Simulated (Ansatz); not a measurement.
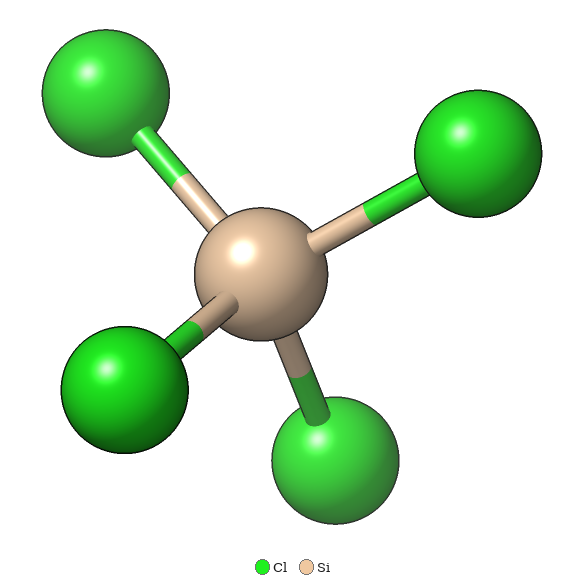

The picture shows a molecular structure as a ball-and-stick model.

What does the picture show?

Formula SiCl4. As SMILES it reads `Cl[Si](Cl)(Cl)Cl`. The point group is Td. Coordination: 1 Si tetrahedral.

The parts below concern this one geometry. Atoms keep their numbers from picture to picture. The geometry was computed by an optimisation with PBE0-D4/def2-TZVP.

### Vibrations

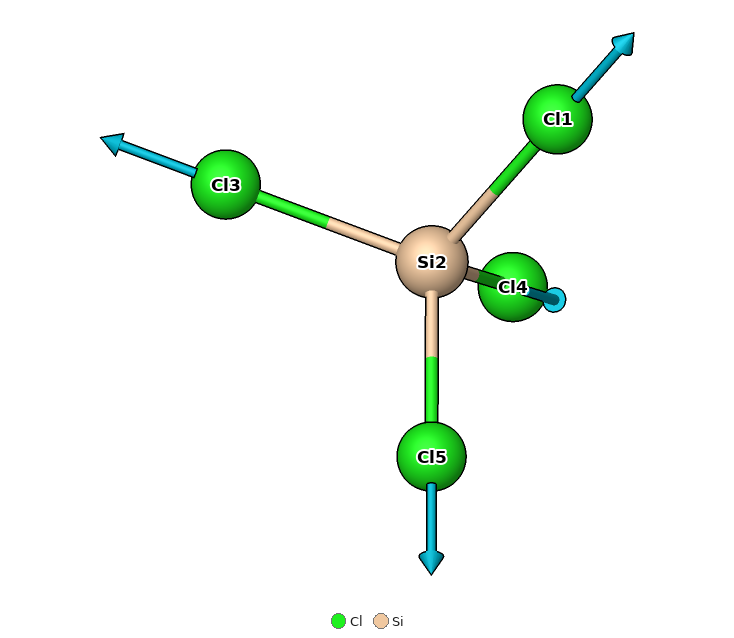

The arrows show one normal mode. Harmonic vibrations computed with RKS PBE0-D4/def2-TZVP (Ansatz 0.2.0) at a stationary point of the same level.

Question: What kind of motion is it?

Answer: Mostly in-phase stretching of 4 Cl–Si bonds.

Question: At what wavenumber does it lie?

Answer: 422 cm⁻¹; it is mode 6 of 9 counted from the lowest.

### Levels of theory compared

Program: Ansatz 0.2.0.

Compare HOMO energy (eV) at these levels: B3LYP-D4/def2-TZVPP; BLYP-D4/def2-TZVPP; CAM-B3LYP-D4/def2-TZVPP; PBE-D4/def2-TZVPP; PBE0-D4/def2-QZVPP; PBE0-D4/def2-TZVPP; SPW92 (LDA)/def2-TZVPP; r2SCAN0-D4/def2-TZVPP; r2SCANh-D4/def2-TZVPP; ωB97M-V/def2-QZVPP; ωB97X-V/def2-TZVPP.

```json
{"level": "B3LYP-D4/def2-TZVPP", "HOMO energy (eV)": "−9.24"}
{"level": "BLYP-D4/def2-TZVPP", "HOMO energy (eV)": "−7.92"}
{"level": "CAM-B3LYP-D4/def2-TZVPP", "HOMO energy (eV)": "−10.90"}
{"level": "PBE-D4/def2-TZVPP", "HOMO energy (eV)": "−8.10"}
{"level": "PBE0-D4/def2-QZVPP", "HOMO energy (eV)": "−9.57"}
{"level": "PBE0-D4/def2-TZVPP", "HOMO energy (eV)": "−9.54"}
{"level": "SPW92 (LDA)/def2-TZVPP", "HOMO energy (eV)": "−8.24"}
{"level": "r2SCAN0-D4/def2-TZVPP", "HOMO energy (eV)": "−9.80"}
{"level": "r2SCANh-D4/def2-TZVPP", "HOMO energy (eV)": "−9.01"}
{"level": "ωB97M-V/def2-QZVPP", "HOMO energy (eV)": "−11.82"}
{"level": "ωB97X-V/def2-TZVPP", "HOMO energy (eV)": "−11.97"}
```

### Thermal motion

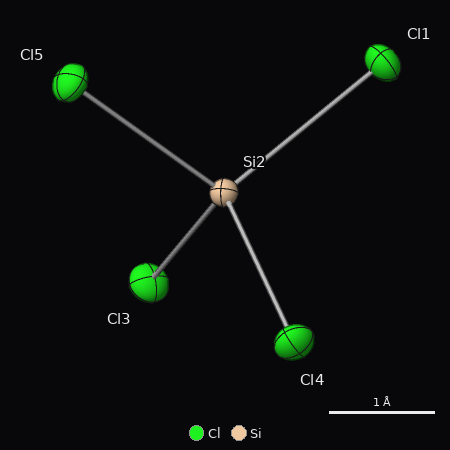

Displacement ellipsoids at the 50 % level, enlarged 2 times, from the internal vibrations of the free molecule (harmonic, no overall translation or rotation; no half-axis is drawn under 0.075 Å). Vibrations computed with RKS PBE0-D4/def2-TZVP (Ansatz 0.2.0). Temperature: 400 K.

Give the displacement parameters, one line for each set of equivalent atoms.

```csv
atom,U_eq (Å²),rms amplitudes (Å)
"Cl1, Cl3, Cl4, Cl5",0.0036,"0.049, 0.065, 0.065"
Si2,0.0020,"0.045, 0.045, 0.045"
```
